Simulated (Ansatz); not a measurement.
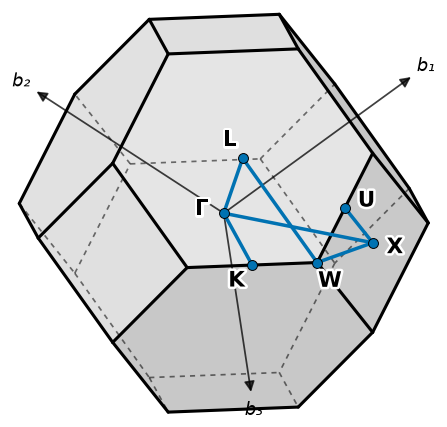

For Si, the input geometry of an electronic-structure calculation (not necessarily at equilibrium): the figure shows the first Brillouin zone with its special points and a band path. Geometry calculated from the standardised cell; symmetry tolerance 0.002 Å.

Labels and path follow the convention of Hinuma et al. (2017), as computed by seekpath; the arrows show the directions of the reciprocal primitive vectors b₁, b₂, b₃.

Q: Which Bravais lattice has this zone?

A: A face-centred cubic lattice (cF; extended symbol cF2). The zone is a truncated octahedron in its combinatorial type: 14 faces (6 with 4 edges, 8 with 6 edges), 36 edges, 24 vertices.

Q: Write the standard path through the labelled points.

A: Γ–X–U | K–Γ–L–W–X
